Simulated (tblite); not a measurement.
**Geometry relaxation of C₃H₁₂N₂SSi (part 4 of 4)**

The same run, continued: C₃H₁₂N₂SSi; GFN2-xTB geometry optimisation, gas phase (tblite 0.8.0). It belongs to a series of runs on one base structure; here: H on C replaced by CH2NH2.

Geometry of the input (Å):
```
C  -0.7221  0.1036  1.0747
C  -0.2334  -0.2199  -0.3267
C  -1.4619  -0.0981  -1.2072
N  -2.5165  -0.9801  -0.8355
N  0.7252  0.7105  -0.8108
Si 2.1978  0.9100  0.0940
S  3.9164  -0.0800  -0.7066
H  0.0956  0.4763  1.6962
H  -1.0868  -0.8413  1.5745
H  -1.5128  0.8900  1.0530
H  0.0832  -1.2859  -0.4281
H  -1.2163  -0.3096  -2.2862
H  -1.8569  0.9585  -1.1970
H  -2.2452  -1.7444  -0.1721
H  -3.3977  -0.4915  -0.5638
H  0.8970  0.5407  -1.8311
H  2.1272  0.5734  1.5246
H  2.5413  2.3562  0.0589
H  3.6564  -1.4590  -0.6727
```

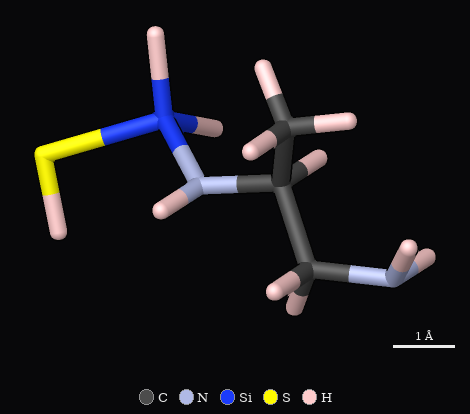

**Figure 1.** The geometry at step 158 of the log (stick view, seen at a tilt).

Trajectory as extended XYZ, continued:
```
19
Properties=species:S:1:pos:R:3:forces:R:3 step=141 energy=-636.91806
C    -0.9846    0.8726    0.8936    0.0270  -0.0520   0.0020
C    -0.3804   -0.1701   -0.0502   -0.0130   0.0310   0.0060
C    -1.3317   -0.4939   -1.2223   -0.0070  -0.0240   0.0320
N    -2.5316   -1.2222   -0.8666    0.0140  -0.0180  -0.0220
N     0.8941    0.2682   -0.5762   -0.0330   0.0080  -0.0110
Si    2.3419    0.1532    0.3261    0.0140   0.0290  -0.0390
S     3.8948    0.8842   -0.9625    0.0050  -0.0060  -0.0170
H    -0.2314    1.1910    1.6066    0.0490   0.0230   0.0710
H    -1.8257    0.4727    1.4508   -0.0750  -0.0740  -0.0100
H    -1.3223    1.7404    0.3350    0.0020   0.0700  -0.0610
H    -0.1823   -1.0908    0.5115   -0.0180   0.0130   0.0180
H    -0.7866   -1.0948   -1.9543    0.0220  -0.0120  -0.0160
H    -1.6353    0.4382   -1.7097   -0.0040  -0.0030   0.0260
H    -2.2875   -2.1260   -0.4758   -0.0210   0.0080   0.0210
H    -3.0688   -0.7159   -0.1716    0.0050   0.0180  -0.0140
H     0.7784    1.0400   -1.2191    0.0320   0.0120  -0.0010
H     2.5567   -1.2585    0.6166    0.0030  -0.0340  -0.0110
H     2.5123    0.9730    1.5225   -0.0040   0.0130   0.0240
H     3.5803    0.1481   -2.0162    0.0020   0.0000   0.0030
19
Properties=species:S:1:pos:R:3:forces:R:3 step=145 energy=-636.92181
C    -1.0089    0.8787    0.8868    0.0140   0.0280  -0.0200
C    -0.3753   -0.1594   -0.0399    0.0190  -0.0170   0.0080
C    -1.3144   -0.5172   -1.2126    0.0200   0.0060  -0.0220
N    -2.5269   -1.2202   -0.8555   -0.0150   0.0020  -0.0260
N     0.8964    0.2928   -0.5596   -0.0100   0.0260  -0.0440
Si    2.3583    0.1225    0.3111   -0.0450   0.0040   0.0360
S     3.9082    0.8954   -0.9545    0.0260   0.0350   0.0220
H    -0.2698    1.2318    1.6002    0.0180  -0.0170   0.0500
H    -1.8403    0.4505    1.4393   -0.0510   0.0080   0.0010
H    -1.3665    1.7320    0.3125   -0.0030  -0.0110   0.0020
H    -0.1656   -1.0693    0.5344   -0.0150   0.0010   0.0180
H    -0.7622   -1.1455   -1.9167    0.0100   0.0060  -0.0100
H    -1.6094    0.3994   -1.7326    0.0380   0.0200   0.0000
H    -2.3048   -2.1079   -0.4208   -0.0100  -0.0280   0.0550
H    -3.0791   -0.6749   -0.2031    0.0040  -0.0130   0.0000
H     0.7841    1.0833   -1.1802    0.0080  -0.0040   0.0060
H     2.5517   -1.3073    0.5324    0.0180   0.0160  -0.0120
H     2.5451    0.8894    1.5435   -0.0040  -0.0260  -0.0230
H     3.5697    0.2349   -2.0468   -0.0210  -0.0370  -0.0410
19
Properties=species:S:1:pos:R:3:forces:R:3 step=149 energy=-636.92381
C    -1.0176    0.8842    0.8874   -0.0090  -0.0460  -0.0150
C    -0.3734   -0.1559   -0.0305   -0.0180   0.0000  -0.0140
C    -1.3030   -0.5286   -1.2071   -0.0030  -0.0050   0.0060
N    -2.5233   -1.2244   -0.8587    0.0150  -0.0040   0.0210
N     0.8943    0.3006   -0.5577    0.0020  -0.0070   0.0530
Si    2.3584    0.1117    0.3042    0.0210  -0.0140  -0.0110
S     3.9094    0.9004   -0.9538   -0.0050   0.0200  -0.0100
H    -0.2878    1.2438    1.6074    0.0160  -0.0060   0.0250
H    -1.8533    0.4540    1.4337   -0.0230   0.0020  -0.0020
H    -1.3790    1.7268    0.3040   -0.0010   0.0720  -0.0170
H    -0.1614   -1.0574    0.5556    0.0110  -0.0150  -0.0140
H    -0.7420   -1.1656   -1.8959    0.0040  -0.0040  -0.0130
H    -1.5867    0.3834   -1.7413    0.0240   0.0090  -0.0050
H    -2.3117   -2.0981   -0.3887    0.0000   0.0060   0.0130
H    -3.0902   -0.6615   -0.2341    0.0020  -0.0050  -0.0060
H     0.7830    1.1030   -1.1617   -0.0240   0.0120  -0.0180
H     2.5624   -1.3222    0.4845    0.0000   0.0080   0.0050
H     2.5514    0.8487    1.5522   -0.0030  -0.0120  -0.0080
H     3.5608    0.2663   -2.0616   -0.0100  -0.0110   0.0100
19
Properties=species:S:1:pos:R:3:forces:R:3 step=153 energy=-636.92674
C    -1.0320    0.8967    0.8823    0.0340   0.0070  -0.0060
C    -0.3761   -0.1481   -0.0232    0.0270   0.0100   0.0240
C    -1.2905   -0.5450   -1.2019    0.0210   0.0170   0.0080
N    -2.5051   -1.2464   -0.8480   -0.0470   0.0230  -0.0040
N     0.8891    0.3192   -0.5458    0.0060  -0.0130   0.0350
Si    2.3621    0.0951    0.2906   -0.0020  -0.0170  -0.0300
S     3.9103    0.9051   -0.9583   -0.0110   0.0310   0.0300
H    -0.3206    1.2229    1.6378   -0.0010  -0.0080  -0.0040
H    -1.8993    0.4836    1.3907   -0.0350  -0.0050  -0.0170
H    -1.3440    1.7649    0.3022    0.0170  -0.0390   0.0030
H    -0.1563   -1.0435    0.5709   -0.0120   0.0200  -0.0080
H    -0.7173   -1.1846   -1.8790    0.0000  -0.0160   0.0110
H    -1.5714    0.3596   -1.7497   -0.0250  -0.0120  -0.0150
H    -2.2944   -2.0902   -0.3247    0.0140   0.0420  -0.0130
H    -3.0989   -0.6578   -0.2738    0.0050  -0.0390   0.0060
H     0.7730    1.1297   -1.1367   -0.0090   0.0310  -0.0290
H     2.5477   -1.3455    0.4243    0.0230  -0.0110   0.0110
H     2.5653    0.7911    1.5581    0.0140   0.0070   0.0170
H     3.5486    0.3024   -2.0776   -0.0190  -0.0270  -0.0190
19
Properties=species:S:1:pos:R:3:forces:R:3 step=158 energy=-636.92903
C    -1.0294    0.9065    0.8850   -0.0190  -0.0140   0.0020
C    -0.3798   -0.1449   -0.0149   -0.0050  -0.0010  -0.0080
C    -1.2928   -0.5392   -1.1970    0.0070  -0.0130   0.0010
N    -2.5005   -1.2585   -0.8536    0.0020   0.0000  -0.0020
N     0.8868    0.3151   -0.5380    0.0060   0.0030   0.0000
Si    2.3645    0.0915    0.2881    0.0020  -0.0020   0.0240
S     3.8922    0.9223   -0.9703   -0.0060  -0.0050  -0.0190
H    -0.3366    1.1934    1.6729   -0.0130  -0.0030  -0.0060
H    -1.9348    0.5189    1.3477    0.0100   0.0030  -0.0110
H    -1.2858    1.7919    0.3057    0.0100  -0.0010   0.0030
H    -0.1668   -1.0406    0.5815   -0.0120   0.0180  -0.0140
H    -0.7115   -1.1727   -1.8734   -0.0040  -0.0050  -0.0020
H    -1.5834    0.3620   -1.7447   -0.0020   0.0070   0.0080
H    -2.2734   -2.0945   -0.3269    0.0030  -0.0340   0.0000
H    -3.1114   -0.6883   -0.2804   -0.0050   0.0360   0.0150
H     0.7713    1.1149   -1.1448    0.0070   0.0090   0.0010
H     2.5598   -1.3487    0.4263    0.0190   0.0150  -0.0030
H     2.5779    0.7923    1.5528   -0.0020  -0.0090   0.0060
H     3.5438    0.2878   -2.0782    0.0010  -0.0030   0.0030
19
Properties=species:S:1:pos:R:3:forces:R:3 step=162 energy=-636.92986
C    -1.0351    0.9084    0.8844    0.0200   0.0090  -0.0100
C    -0.3833   -0.1445   -0.0123    0.0170  -0.0030  -0.0020
C    -1.2941   -0.5393   -1.1957   -0.0140   0.0130   0.0010
N    -2.5032   -1.2581   -0.8552    0.0010   0.0110   0.0230
N     0.8865    0.3135   -0.5313   -0.0050   0.0070  -0.0110
Si    2.3678    0.0954    0.2903   -0.0030   0.0210   0.0040
S     3.8868    0.9267   -0.9804   -0.0050   0.0050  -0.0020
H    -0.3510    1.1779    1.6863   -0.0210  -0.0010   0.0000
H    -1.9539    0.5303    1.3272    0.0080   0.0070  -0.0070
H    -1.2654    1.8039    0.3087   -0.0020  -0.0200   0.0070
H    -0.1735   -1.0377    0.5872   -0.0010  -0.0130  -0.0030
H    -0.7144   -1.1705   -1.8754    0.0010   0.0070   0.0020
H    -1.5855    0.3664   -1.7362   -0.0020  -0.0080  -0.0140
H    -2.2780   -2.1095   -0.3519    0.0020  -0.0070   0.0000
H    -3.1018   -0.6948   -0.2610    0.0070   0.0030  -0.0080
H     0.7743    1.1070   -1.1477    0.0000  -0.0040   0.0140
H     2.5791   -1.3410    0.4303    0.0080  -0.0110   0.0020
H     2.5849    0.8015    1.5513   -0.0050  -0.0080   0.0050
H     3.5498    0.2737   -2.0805   -0.0070  -0.0100   0.0000
19
Properties=species:S:1:pos:R:3:forces:R:3 step=166 energy=-636.93010
C    -1.0310    0.9084    0.8840   -0.0100  -0.0030   0.0060
C    -0.3823   -0.1451   -0.0137    0.0000   0.0000  -0.0010
C    -1.2965   -0.5364   -1.1958    0.0080  -0.0050  -0.0020
N    -2.5030   -1.2578   -0.8533   -0.0040  -0.0030  -0.0040
N     0.8867    0.3118   -0.5347    0.0070   0.0010  -0.0030
Si    2.3665    0.0995    0.2915   -0.0030  -0.0050   0.0020
S     3.8848    0.9261   -0.9823   -0.0010   0.0050  -0.0080
H    -0.3506    1.1730    1.6902   -0.0070   0.0010  -0.0030
H    -1.9532    0.5329    1.3222    0.0060   0.0040  -0.0050
H    -1.2573    1.8056    0.3102    0.0040  -0.0080   0.0000
H    -0.1745   -1.0404    0.5843    0.0020   0.0040  -0.0100
H    -0.7172   -1.1656   -1.8775    0.0010   0.0000  -0.0040
H    -1.5898    0.3686   -1.7362   -0.0040   0.0000   0.0010
H    -2.2754   -2.1130   -0.3574   -0.0050   0.0100   0.0060
H    -3.1011   -0.6976   -0.2565    0.0040  -0.0010   0.0070
H     0.7723    1.1056   -1.1503    0.0080  -0.0020   0.0110
H     2.5812   -1.3366    0.4388    0.0010   0.0030  -0.0040
H     2.5803    0.8065    1.5522   -0.0020   0.0030   0.0050
H     3.5501    0.2636   -2.0778   -0.0050  -0.0050   0.0060
19
Properties=species:S:1:pos:R:3:forces:R:3 step=170 energy=-636.93030
C    -1.0315    0.9075    0.8823    0.0010   0.0010  -0.0010
C    -0.3813   -0.1442   -0.0163    0.0010  -0.0010   0.0050
C    -1.2962   -0.5372   -1.1973    0.0020   0.0030   0.0030
N    -2.5028   -1.2575   -0.8505    0.0040   0.0030   0.0060
N     0.8880    0.3141   -0.5350    0.0010  -0.0070   0.0000
Si    2.3670    0.0999    0.2923   -0.0010   0.0010   0.0030
S     3.8820    0.9281   -0.9849   -0.0040   0.0030   0.0030
H    -0.3556    1.1677    1.6934    0.0030  -0.0010   0.0010
H    -1.9568    0.5332    1.3139   -0.0080   0.0020   0.0000
H    -1.2509    1.8074    0.3104   -0.0050  -0.0020  -0.0030
H    -0.1725   -1.0396    0.5806    0.0020  -0.0070   0.0000
H    -0.7171   -1.1668   -1.8786   -0.0060  -0.0060  -0.0040
H    -1.5904    0.3668   -1.7391   -0.0040  -0.0010   0.0040
H    -2.2751   -2.1117   -0.3528    0.0040   0.0070  -0.0030
H    -3.0971   -0.6962   -0.2504    0.0050   0.0020  -0.0070
H     0.7753    1.1115   -1.1459    0.0010   0.0040   0.0010
H     2.5836   -1.3363    0.4352   -0.0010   0.0030  -0.0010
H     2.5771    0.8045    1.5553    0.0030   0.0000  -0.0020
H     3.5445    0.2578   -2.0745    0.0000  -0.0030  -0.0040
```

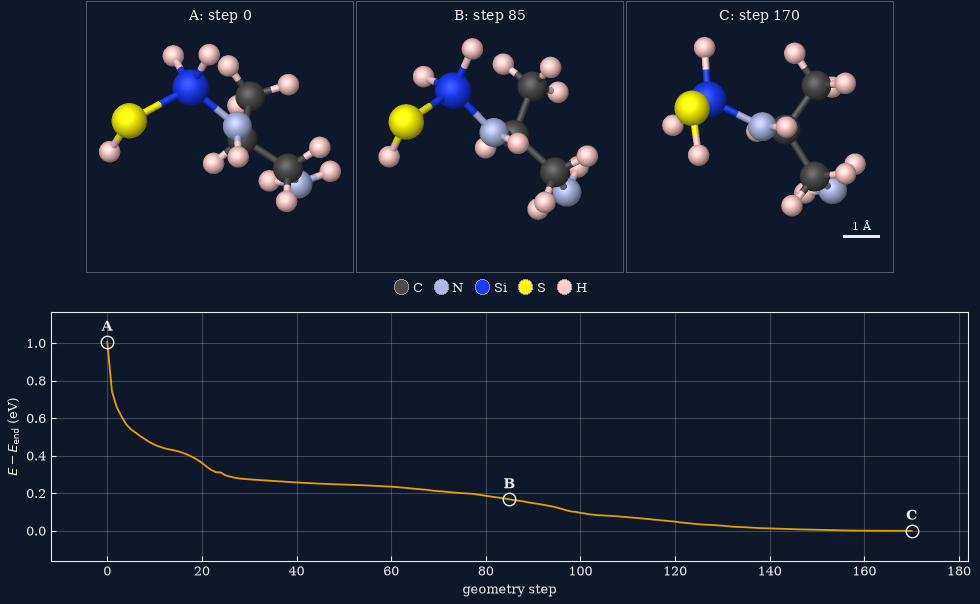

**Figure 2.** Frames of the relaxation (ball-and-stick view, seen at a tilt) above the curves, on which the letters mark them (steps are counted from 0).

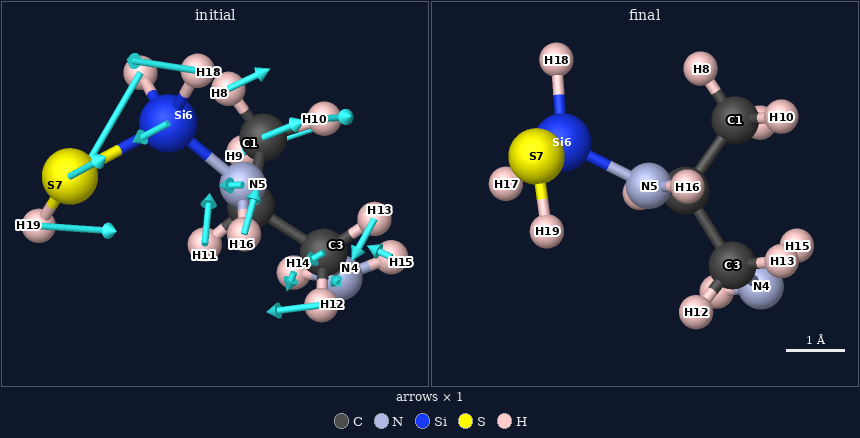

**Figure 3.** Before (left) and after (right) the relaxation, at one scale (ball-and-stick view, seen at a tilt). The teal arrows give the displacements, at true length. H17 moves most after the best rigid fit: 2.25 Å. By element the largest moves are H 2.25 Å, S 1.03 Å, C 0.90 Å, Si 0.85 Å, N 0.51 Å. Among the contacts that change: S7–H19 1.404 → 1.323 Å, C1–H9 1.129 → 1.087 Å, N4–H14 1.048 → 1.014 Å, N5–Si6 1.740 → 1.708 Å. Among the angles that change: N5–Si6–H18 107.1° → 118.9°, Si6–S7–H19 107.3° → 96.6°, N5–Si6–S7 115.6° → 105.9°. The energy falls by 1.007 eV in 170 geometry steps. The largest force component goes from 1.8 to 0.008 eV/Å. (Atoms are counted from 1 in the order of the input.)
